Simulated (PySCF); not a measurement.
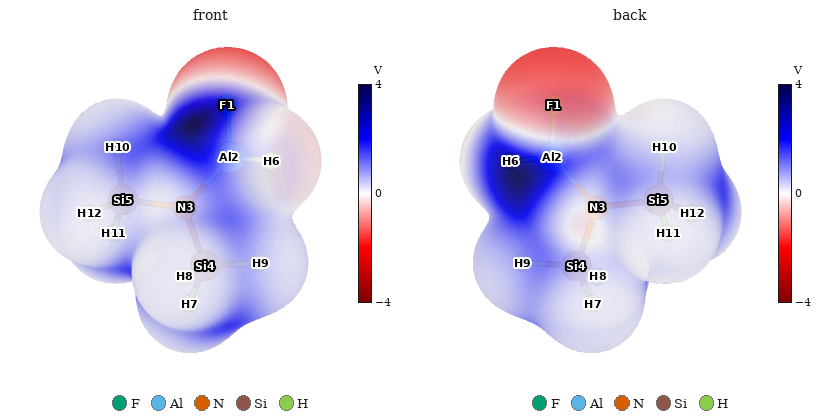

AlFH7NSi2. The molecular electrostatic potential painted on the density surface at 0.002 e/bohr³, seen from the front and from behind; red is negative and blue positive.

Geometry: GFN2-xTB.

The calculation used PBE0/pcSseg-1, SCF density, gas phase, non-relativistic in PySCF 2.14.0.

The calculation's input:

```
{"job": {"kind": "nmr", "xc": "PBE0", "basis": "pcSseg-1"}, "charge": 0, "multiplicity": 1}
F      0.313892     3.161743     0.201249
Al    -0.557116     1.815886    -0.181609
N      0.016253     0.114451     0.041222
Si    -1.239536    -1.098645     0.106737
Si     1.698407    -0.368472     0.053221
H     -1.911904     2.086978    -0.797443
H     -0.916677    -2.046332     1.175856
H     -1.325328    -1.804575    -1.175529
H     -2.485028    -0.375767     0.399350
H      2.489249     0.862267    -0.042736
H      1.974159    -1.103257     1.292634
H      1.944827    -1.244962    -1.098978
```

Launched as:

```sh
OMP_NUM_THREADS=1 python probes_run.py task.json out
```

Which sites attract a positive test charge, and which a negative one?

A positive charge is drawn to the negative regions and a negative charge to the positive ones. The most negative region (about −1.4 V) lies over F1, the most positive (about +3.7 V) over Al2.

How polar is the molecule by this calculation?

Its dipole moment is 1.42 D.
